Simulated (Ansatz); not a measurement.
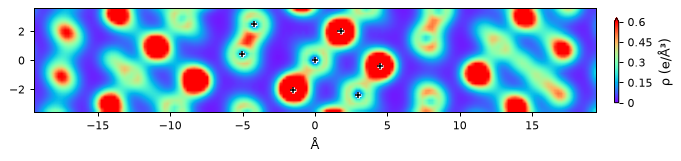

The valence electron density on a plane through atoms (crosses mark nuclei in the plane).

Level of theory: DFT PBE, scalar-relativistic, plane waves, PAW in Ansatz 0.2.0.

Candidates:
A. Si4Se3, a = 3.74 Å, b = 3.74 Å, c = 37.96 Å, α = 90.00°, β = 90.00°, γ = 120.00°. Space group R-3m; a generated structure, not necessarily the stable one.
B. Si5Ge, a = 3.90 Å, b = 3.90 Å, c = 19.09 Å, α = 90.00°, β = 90.00°, γ = 120.00°. Space group P-3m1; a generated structure, not necessarily the stable one.

Q: Which system is this?

A: Candidate A: Si4Se3 on the (111) plane of the conventional cell, which holds Si and Se. Si–Si (2.25 Å): the density is about 0.64 e/Å³ at the midpoint. Si–Se (2.53 Å): ρ at the midpoint is about 0.48 e/Å³.
